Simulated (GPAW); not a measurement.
Property calculation, with input and output: CH5BS

CH5BS (BH2(SMe)), SMILES [H]B([H])SC, computed with PBE/dzp, scalar-relativistic datasets (GPAW 26.7.0).

The geometry comes from this level: GFN2-xTB.

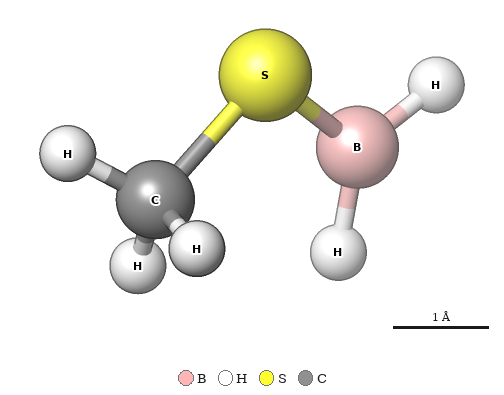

*The input geometry (ball-and-stick view, seen at a tilt).*

Bond lengths as drawn: B–H 1.17 Å, B–S 1.74 Å, C–H 1.08 to 1.09 Å and C–S 1.83 Å.

Input file (run.py)
```python
import numpy as np
from ase import Atoms
from ase.units import Debye
from gpaw import GPAW

# Geometry
molecule = Atoms(['B', 'H', 'H', 'S', 'C', 'H', 'H', 'H'],
    positions=[[  0.504820,   1.076520,  -1.039970],
               [  1.392850,   1.121670,  -0.282150],
               [  0.461190,   1.736030,  -2.001130],
               [ -0.823740,  -0.020990,  -0.781410],
               [ -0.431520,  -0.855950,   0.800170],
               [  0.641880,  -0.891960,   0.946010],
               [ -0.840650,  -1.858890,   0.749880],
               [ -0.904820,  -0.306430,   1.608590]])
molecule.center(vacuum=4.5)

# Ground state
calc = GPAW(mode='lcao', basis='dzp', h=0.18, xc='PBE', maxiter=150, txt='-')
molecule.calc = calc

energy = molecule.get_potential_energy()
print(f'Energy: {energy:.5f} eV')
forces = molecule.get_forces()
print('Forces (eV/Ang)')
for symbol, f in zip(molecule.symbols, forces):
    print(f'{symbol:2} {f[0]:9.4f} {f[1]:9.4f} {f[2]:9.4f}')
dipole = molecule.get_dipole_moment() / Debye
print(f'Dipole = {np.linalg.norm(dipole):.3f} D')
homo, lumo = calc.get_homo_lumo()
print(f'HOMO                    {homo:.3f} eV')
print(f'LUMO = {lumo:.3f} eV')
print(f'Gap                     {lumo - homo:.3f} eV')
```

Launched with:
```bash
OMP_NUM_THREADS=1 python run.py
```

What the program printed
```
__  _  _
 | _ |_)|_||  |
 |__||  | ||/\| - 26.7.0

units:  Angstrom and eV
cores:  1
OpenMP: False

Versions:
  Python: 3.12.14
  ASE:    3.29.0
  Numpy:  2.5.5
  Scipy:  1.18.1
  Libxc:  7.0.0

        _gpaw.cpython-312-x86_64-linux-gnu.so

Input parameters:
  mode=LCAO(),
  basis={'default': 'dzp'},
  h=0.18,
  maxiter=150,
  xc=XC(name='PBE')
         .---------------------------.
        /|                           |
       / |                           |
      /  |                           |
     /   |                           |
    /    |                           |
   /     |                           |
  /      |                           |
 *       |                           |
 |       |                           |
 |       |      H                    |
 |       |       C H   H             |
 |       |     HS   B                |
 |       |           H               |
 |       |                           |
 |       .---------------------------.
 |      /                           /
 |     /                           /
 |    /                           /
 |   /                           /
 |  /                           /
 | /                           /
 |/                           /
 *---------------------------*

Atoms  # Å, Bohr magnetons
|   | symbol |        x |        y |        z |    initial magnetic moments |
|---|--------|----------|----------|----------|-----------------------------|
| 0 |      B | 5.909640 | 7.435410 | 5.461160 | ( 0.0000,  0.0000,  0.0000) |
| 1 |      H | 6.797670 | 7.480560 | 6.218980 | ( 0.0000,  0.0000,  0.0000) |
| 2 |      H | 5.866010 | 8.094920 | 4.500000 | ( 0.0000,  0.0000,  0.0000) |
| 3 |      S | 4.581080 | 6.337900 | 5.719720 | ( 0.0000,  0.0000,  0.0000) |
| 4 |      C | 4.973300 | 5.502940 | 7.301300 | ( 0.0000,  0.0000,  0.0000) |
| 5 |      H | 6.046700 | 5.466930 | 7.447140 | ( 0.0000,  0.0000,  0.0000) |
| 6 |      H | 4.564170 | 4.500000 | 7.251010 | ( 0.0000,  0.0000,  0.0000) |
| 7 |      H | 4.500000 | 6.052460 | 8.109720 | ( 0.0000,  0.0000,  0.0000) |

Unit cell  # Å
| periodic |         x |         y |         z |   lengths |    angles |
|----------|-----------|-----------|-----------|-----------|-----------|
|       no | 11.297670 |  0.000000 |  0.000000 | 11.297670 | 90.000000 |
|       no |  0.000000 | 12.594920 |  0.000000 | 12.594920 | 90.000000 |
|       no |  0.000000 |  0.000000 | 12.609720 | 12.609720 | 90.000000 |

Number of symmetries: 1
Symmetry operations  # r_c * U_cc + t_c -> r_c
|   | kind |            matrix            |
|---|------|------------------------------|
| 0 |  E   |  1, 0, 0,  0, 1, 0,  0, 0, 1 |

BZ-sampling:
  Number of BZ points: 1
  Number of IBZ points: 1

  Monkhorst-Pack size: [1, 1, 1]
  Monkhorst-Pack shift: [0, 0, 0]

K-points  # in reciprocal-cell coordinates
|   |                                coordinates |     weight |
|---|--------------------------------------------|------------|
| 0 | (  0.00000000,   0.00000000,   0.00000000) | 1.00000000 |

basis functions: 64
Spin-components: 1 (collinear spins)
Bands:           15
Projectors:      30
Spin-degeneracy: 2
Datatype:        <class 'float'>

  Storage: CPU
  Wave functions: 7_680 bytes (7_680 per core)

Parallelization:
  kpt:    1
  domain: 1
  band:   1

Density:
  Valence electrons: 18.0
  Components: 1
  Grid points: [64 68 72]
  Charge: 0.0  # |e|

Potential:
  Grid points: [64 68 72]

species:
  B:
    name:    Boron
    Z:       5.0
    valence: 3
    core:    2
    charge:  0.0  # [|e|]
    file:    B.PBE.gz
    compensation charges:
      type: gauss
      rc: 0.20  # [Å]
      lmax: 2
    cutoffs:
      filter: 1.14  # [Å]
      core: 1.38  # [Å]
    projectors
    | kind |    occ | energy [eV] | rcut [Å] |
    |------|--------|-------------|----------|
    |   2s |  2.000 |      -9.443 |    0.635 |
    |   2p |  1.000 |      -3.606 |    0.635 |
    |    s |        |      17.768 |    0.635 |
    |    p |        |      23.605 |    0.635 |
    |    d |        |       0.000 |    0.635 |

    LCAO basis set for B:
      Name: dzp
      File: B.dzp.basis.gz
      Number of radial functions: 5
      Number of spherical harmonics: 13
        l=0, rc=6.6719 Bohr: 2s-sz confined orbital
        l=1, rc=8.2188 Bohr: 2p-sz confined orbital
        l=0, rc=3.7500 Bohr: 2s-dz split-valence wave
        l=1, rc=4.6094 Bohr: 2p-dz split-valence wave
        l=2, rc=8.2188 Bohr: d-type Gaussian polarization
      Number of RI-basis functions 0

  H:
    name:    Hydrogen
    Z:       1.0
    valence: 1
    core:    0
    charge:  0.0  # [|e|]
    file:    H.PBE.gz
    compensation charges:
      type: gauss
      rc: 0.15  # [Å]
      lmax: 2
    cutoffs:
      filter: 0.85  # [Å]
      core: 0.53  # [Å]
    projectors
    | kind |    occ | energy [eV] | rcut [Å] |
    |------|--------|-------------|----------|
    |   1s |  1.000 |      -6.494 |    0.476 |
    |    s |        |      20.717 |    0.476 |
    |    p |        |       0.000 |    0.476 |

    LCAO basis set for H:
      Name: dzp
      File: H.dzp.basis.gz
      Number of radial functions: 3
      Number of spherical harmonics: 5
        l=0, rc=6.4219 Bohr: 1s-sz confined orbital
        l=0, rc=3.6094 Bohr: 1s-dz split-valence wave
        l=1, rc=6.4219 Bohr: p-type Gaussian polarization
      Number of RI-basis functions 0

  S:
    name:    Sulfur
    Z:       16.0
    valence: 6
    core:    10
    charge:  0.0  # [|e|]
    file:    S.PBE.gz
    compensation charges:
      type: gauss
      rc: 0.24  # [Å]
      lmax: 2
    cutoffs:
      filter: 1.77  # [Å]
      core: 1.66  # [Å]
    projectors
    | kind |    occ | energy [eV] | rcut [Å] |
    |------|--------|-------------|----------|
    |   3s |  2.000 |     -17.254 |    0.974 |
    |   3p |  4.000 |      -7.008 |    0.979 |
    |    s |        |       9.957 |    0.974 |
    |    p |        |      20.203 |    0.979 |
    |    d |        |       0.000 |    0.900 |

    LCAO basis set for S:
      Name: dzp
      File: S.dzp.basis.gz
      Number of radial functions: 5
      Number of spherical harmonics: 13
        l=0, rc=5.5156 Bohr: 3s-sz confined orbital
        l=1, rc=6.9375 Bohr: 3p-sz confined orbital
        l=0, rc=3.0469 Bohr: 3s-dz split-valence wave
        l=1, rc=3.9375 Bohr: 3p-dz split-valence wave
        l=2, rc=6.9375 Bohr: d-type Gaussian polarization
      Number of RI-basis functions 0

  C:
    name:    Carbon
    Z:       6.0
    valence: 4
    core:    2
    charge:  0.0  # [|e|]
    file:    C.PBE.gz
    compensation charges:
      type: gauss
      rc: 0.20  # [Å]
      lmax: 2
    cutoffs:
      filter: 1.14  # [Å]
      core: 1.14  # [Å]
    projectors
    | kind |    occ | energy [eV] | rcut [Å] |
    |------|--------|-------------|----------|
    |   2s |  2.000 |     -13.751 |    0.635 |
    |   2p |  2.000 |      -5.284 |    0.635 |
    |    s |        |      13.461 |    0.635 |
    |    p |        |      21.927 |    0.635 |
    |    d |        |       0.000 |    0.635 |

    LCAO basis set for C:
      Name: dzp
      File: C.dzp.basis.gz
      Number of radial functions: 5
      Number of spherical harmonics: 13
        l=0, rc=5.5469 Bohr: 2s-sz confined orbital
        l=1, rc=6.6719 Bohr: 2p-sz confined orbital
        l=0, rc=3.0312 Bohr: 2s-dz split-valence wave
        l=1, rc=3.7500 Bohr: 2p-dz split-valence wave
        l=2, rc=6.6719 Bohr: d-type Gaussian polarization
      Number of RI-basis functions 0

Reference energy: -12617.188391  # eV

eigensolver:
  <gpaw.new.lcao.eigensolver.LCAOEigensolver object at 0x71f09a3a4440>
density mixing:
  MSR1-Mixer
  Pratt-step length: 0.05
  Maximum mixing coefficient: 0.75
  Old densities: 10
  SVD Regularization: 0.005
  Good broyden scale: 1.0
  Trust region scale: 1.0
  Backstep threshold: 4.0
  History deletion threshold: 6.0
  Fourier metric: weight=20.0, sigma=0.015

occupation numbers:
  # Zero width

FastPoissonSolver using
    Stencil: 6*3+1=19 point O(h^6) finite-difference Laplacian
    FFT axes: []
    FST axes: [np.int64(0), np.int64(1), np.int64(2)]

xc functional:
  name: PBE with 2 nearest neighbor stencil
interpolation: tri-quintic # 5. degree polynomial

         .---------------------------.
        /|                           |
       / |                           |
      /  |                           |
     /   |                           |
    /    |                           |
   /     |                           |
  /      |                           |
 *       |                           |
 |       |                           |
 |       |      H                    |
 |       |       C H   H             |
 |       |     HS   B                |
 |       |           H               |
 |       |                           |
 |       .---------------------------.
 |      /                           /
 |     /                           /
 |    /                           /
 |   /                           /
 |  /                           /
 | /                           /
 |/                           /
 *---------------------------*

Atoms  # Å, Bohr magnetons
|   | symbol |        x |        y |        z |    initial magnetic moments |
|---|--------|----------|----------|----------|-----------------------------|
| 0 |      B | 5.909640 | 7.435410 | 5.461160 | ( 0.0000,  0.0000,  0.0000) |
| 1 |      H | 6.797670 | 7.480560 | 6.218980 | ( 0.0000,  0.0000,  0.0000) |
| 2 |      H | 5.866010 | 8.094920 | 4.500000 | ( 0.0000,  0.0000,  0.0000) |
| 3 |      S | 4.581080 | 6.337900 | 5.719720 | ( 0.0000,  0.0000,  0.0000) |
| 4 |      C | 4.973300 | 5.502940 | 7.301300 | ( 0.0000,  0.0000,  0.0000) |
| 5 |      H | 6.046700 | 5.466930 | 7.447140 | ( 0.0000,  0.0000,  0.0000) |
| 6 |      H | 4.564170 | 4.500000 | 7.251010 | ( 0.0000,  0.0000,  0.0000) |
| 7 |      H | 4.500000 | 6.052460 | 8.109720 | ( 0.0000,  0.0000,  0.0000) |

Unit cell  # Å
| periodic |         x |         y |         z |   lengths |    angles |
|----------|-----------|-----------|-----------|-----------|-----------|
|       no | 11.297670 |  0.000000 |  0.000000 | 11.297670 | 90.000000 |
|       no |  0.000000 | 12.594920 |  0.000000 | 12.594920 | 90.000000 |
|       no |  0.000000 |  0.000000 | 12.609720 | 12.609720 | 90.000000 |

Number of symmetries: 1
Symmetry operations  # r_c * U_cc + t_c -> r_c
|   | kind |            matrix            |
|---|------|------------------------------|
| 0 |  E   |  1, 0, 0,  0, 1, 0,  0, 0, 1 |

BZ-sampling:
  Number of BZ points: 1
  Number of IBZ points: 1

  Monkhorst-Pack size: [1, 1, 1]
  Monkhorst-Pack shift: [0, 0, 0]

K-points  # in reciprocal-cell coordinates
|   |                                coordinates |     weight |
|---|--------------------------------------------|------------|
| 0 | (  0.00000000,   0.00000000,   0.00000000) | 1.00000000 |

basis functions: 64
Spin-components: 1 (collinear spins)
Bands:           15
Projectors:      30
Spin-degeneracy: 2
Datatype:        <class 'float'>

  Storage: CPU
  Wave functions: 7_680 bytes (7_680 per core)

Parallelization:
  kpt:    1
  domain: 1
  band:   1

Density:
  Valence electrons: 18.0
  Components: 1
  Grid points: [64 68 72]
  Charge: 0.0  # |e|

Potential:
  Grid points: [64 68 72]

species:
  B:
    name:    Boron
    Z:       5.0
    valence: 3
    core:    2
    charge:  0.0  # [|e|]
    file:    B.PBE.gz
    compensation charges:
      type: gauss
      rc: 0.20  # [Å]
      lmax: 2
    cutoffs:
      filter: 1.14  # [Å]
      core: 1.38  # [Å]
    projectors
    | kind |    occ | energy [eV] | rcut [Å] |
    |------|--------|-------------|----------|
    |   2s |  2.000 |      -9.443 |    0.635 |
    |   2p |  1.000 |      -3.606 |    0.635 |
    |    s |        |      17.768 |    0.635 |
    |    p |        |      23.605 |    0.635 |
    |    d |        |       0.000 |    0.635 |

    LCAO basis set for B:
      Name: dzp
      File: B.dzp.basis.gz
      Number of radial functions: 5
      Number of spherical harmonics: 13
        l=0, rc=6.6719 Bohr: 2s-sz confined orbital
        l=1, rc=8.2188 Bohr: 2p-sz confined orbital
        l=0, rc=3.7500 Bohr: 2s-dz split-valence wave
        l=1, rc=4.6094 Bohr: 2p-dz split-valence wave
        l=2, rc=8.2188 Bohr: d-type Gaussian polarization
      Number of RI-basis functions 0

  H:
    name:    Hydrogen
    Z:       1.0
    valence: 1
    core:    0
    charge:  0.0  # [|e|]
    file:    H.PBE.gz
    compensation charges:
      type: gauss
      rc: 0.15  # [Å]
      lmax: 2
    cutoffs:
      filter: 0.85  # [Å]
      core: 0.53  # [Å]
    projectors
    | kind |    occ | energy [eV] | rcut [Å] |
    |------|--------|-------------|----------|
    |   1s |  1.000 |      -6.494 |    0.476 |
    |    s |        |      20.717 |    0.476 |
    |    p |        |       0.000 |    0.476 |

    LCAO basis set for H:
      Name: dzp
      File: H.dzp.basis.gz
      Number of radial functions: 3
      Number of spherical harmonics: 5
        l=0, rc=6.4219 Bohr: 1s-sz confined orbital
        l=0, rc=3.6094 Bohr: 1s-dz split-valence wave
        l=1, rc=6.4219 Bohr: p-type Gaussian polarization
      Number of RI-basis functions 0

  S:
    name:    Sulfur
    Z:       16.0
    valence: 6
    core:    10
    charge:  0.0  # [|e|]
    file:    S.PBE.gz
    compensation charges:
      type: gauss
      rc: 0.24  # [Å]
      lmax: 2
    cutoffs:
      filter: 1.77  # [Å]
      core: 1.66  # [Å]
    projectors
    | kind |    occ | energy [eV] | rcut [Å] |
    |------|--------|-------------|----------|
    |   3s |  2.000 |     -17.254 |    0.974 |
    |   3p |  4.000 |      -7.008 |    0.979 |
    |    s |        |       9.957 |    0.974 |
    |    p |        |      20.203 |    0.979 |
    |    d |        |       0.000 |    0.900 |

    LCAO basis set for S:
      Name: dzp
      File: S.dzp.basis.gz
      Number of radial functions: 5
      Number of spherical harmonics: 13
        l=0, rc=5.5156 Bohr: 3s-sz confined orbital
        l=1, rc=6.9375 Bohr: 3p-sz confined orbital
        l=0, rc=3.0469 Bohr: 3s-dz split-valence wave
        l=1, rc=3.9375 Bohr: 3p-dz split-valence wave
        l=2, rc=6.9375 Bohr: d-type Gaussian polarization
      Number of RI-basis functions 0

  C:
    name:    Carbon
    Z:       6.0
    valence: 4
    core:    2
    charge:  0.0  # [|e|]
    file:    C.PBE.gz
    compensation charges:
      type: gauss
      rc: 0.20  # [Å]
      lmax: 2
    cutoffs:
      filter: 1.14  # [Å]
      core: 1.14  # [Å]
    projectors
    | kind |    occ | energy [eV] | rcut [Å] |
    |------|--------|-------------|----------|
    |   2s |  2.000 |     -13.751 |    0.635 |
    |   2p |  2.000 |      -5.284 |    0.635 |
    |    s |        |      13.461 |    0.635 |
    |    p |        |      21.927 |    0.635 |
    |    d |        |       0.000 |    0.635 |

    LCAO basis set for C:
      Name: dzp
      File: C.dzp.basis.gz
      Number of radial functions: 5
      Number of spherical harmonics: 13
        l=0, rc=5.5469 Bohr: 2s-sz confined orbital
        l=1, rc=6.6719 Bohr: 2p-sz confined orbital
        l=0, rc=3.0312 Bohr: 2s-dz split-valence wave
        l=1, rc=3.7500 Bohr: 2p-dz split-valence wave
        l=2, rc=6.6719 Bohr: d-type Gaussian polarization
      Number of RI-basis functions 0

Reference energy: -12617.188391  # eV

eigensolver:
  <gpaw.new.lcao.eigensolver.LCAOEigensolver object at 0x71f09a2d6ff0>
density mixing:
  MSR1-Mixer
  Pratt-step length: 0.05
  Maximum mixing coefficient: 0.75
  Old densities: 10
  SVD Regularization: 0.005
  Good broyden scale: 1.0
  Trust region scale: 1.0
  Backstep threshold: 4.0
  History deletion threshold: 6.0
  Fourier metric: weight=20.0, sigma=0.015

occupation numbers:
  # Zero width

FastPoissonSolver using
    Stencil: 6*3+1=19 point O(h^6) finite-difference Laplacian
    FFT axes: []
    FST axes: [np.int64(0), np.int64(1), np.int64(2)]

xc functional:
  name: PBE with 2 nearest neighbor stencil
interpolation: tri-quintic # 5. degree polynomial

Initialization done in: 7.871 s

convergence criteria:
- Maximum [total energy] change in last 3 cyles: 0.0005 eV / valence electron
- Maximum integral of absolute [dens]ity change: 0.0001 electrons / valence electron
- Maximum integral of absolute [eigenst]ate change: 4e-08 eV^2 / valence electron
maximum number of iterations: 150

SCF iterations
|iter     |     time |      energy | eigst |  dens |
|---------|----------|-------------|-------|-------|
|iter:   1| 00:00:08 |  -38.642630 |      c|       |
|iter:   2| 00:00:09 |  -38.192390 |      c| -0.68 |
|iter:   3| 00:00:10 |  -36.507805 |      c| -0.72 |
|iter:   4| 00:00:11 |  -36.398271 |      c| -1.27 |
|iter:   5| 00:00:12 |  -36.386753 |      c| -1.84 |
|iter:   6| 00:00:13 |  -36.386887 |      c| -2.29 |
|iter:   7| 00:00:14 |  -36.386914c|      c| -2.83 |
|iter:   8| 00:00:15 |  -36.386914c|      c| -3.63 |
|iter:   9| 00:00:17 |  -36.386914c|      c| -4.25c|

Converged in 9 steps
SCF loop duration: 8.467 s (0.941 s/step)
Energy contributions relative to reference atoms: (reference = -12617.188391)

Energy contributions:
  Kinetic:          35.560346
  Coulomb:         -38.219663
  Zero:              0.054704
  External:          0.000000
  Xc:              -33.782301
  Entropy:           0.000000
  Spinorbit:         0.000000
  ----------------------------
  Free energy:     -36.386914
  Extrapolated:    -36.386914

dipole moment: (-0.058734, -0.232419, 0.279898)  # |e|*Ang

Fermi level: -4.162
Eigenvalues  # (at kpt = [0.000, 0.000, 0.000])
| band index |      eig [eV] | occ [0-2] |
|------------|---------------|-----------|
|          0 |       -19.619 |     2.000 |
|          1 |       -16.283 |     2.000 |
|          2 |       -12.027 |     2.000 |
|          3 |       -10.675 |     2.000 |
|          4 |       -10.577 |     2.000 |
|          5 |        -9.592 |     2.000 |
|          6 |        -8.106 |     2.000 |
|          7 |        -7.223 |     2.000 |
|          8 |        -6.563 |     2.000 |
|          9 |        -1.761 |     0.000 |
|         10 |         0.335 |     0.000 |
|         11 |         2.036 |     0.000 |
|         12 |         2.985 |     0.000 |
|         13 |         3.407 |     0.000 |
|         14 |         3.495 |     0.000 |

Gap: 4.802 eV
Transition (v -> c):
  (s=0, k=0, n=8, [0.00, 0.00, 0.00]) -> (s=0, k=0, n=9, [0.00, 0.00, 0.00])
No difference between direct/indirect transitions
vacuum-level: 0.000  # V
Energy: -36.38691 eV

Forces  # eV/Ang
|        x |        y |        z |
|----------|----------|----------|
| -0.40649 | -0.44656 |  0.20582 |  # B    0
|  1.06891 |  0.08337 |  0.88240 |  # H    1
| -0.09350 |  0.79373 | -1.18594 |  # H    2
| -0.42469 | -0.36124 |  0.07424 |  # S    3
| -0.22158 |  0.42177 | -0.72965 |  # C    4
|  0.88401 | -0.01335 |  0.10117 |  # H    5
| -0.35344 | -0.85760 |  0.00051 |  # H    6
| -0.37540 |  0.38986 |  0.65586 |  # H    7

Force computation time: 0.396  # s
Forces (eV/Ang)
B    -0.4065   -0.4466    0.2058
H     1.0689    0.0834    0.8824
H    -0.0935    0.7937   -1.1859
S    -0.4247   -0.3612    0.0742
C    -0.2216    0.4218   -0.7297
H     0.8840   -0.0133    0.1012
H    -0.3534   -0.8576    0.0005
H    -0.3754    0.3899    0.6559
Dipole = 1.770 D
HOMO                    -6.563 eV
LUMO = -1.761 eV
Gap                     4.802 eV
```

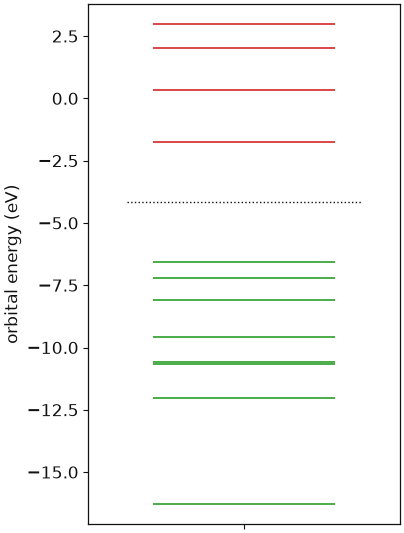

*Orbital energies near the frontier; the dotted line parts filled from empty levels, and levels within 0.02 eV of each other stand side by side.*

Highest filled −6.56 eV, lowest empty −1.76 eV, 4.80 eV apart.

Key numbers

| quantity | value |
| --- | --- |
| outcome | converged |
| energy relative to the program's reference atoms | −36.3869 eV |
| basis functions | 64 |
| largest force | 1.430 eV/Å |
| HOMO | −6.56 eV |
| LUMO | −1.76 eV |
| dipole moment | 1.77 D |
| hardware | 1 thread of AMD EPYC (Zen 3), 12 GiB of memory available, shared host |
| wall time | 18 s |
| peak memory | 0.76 GiB |
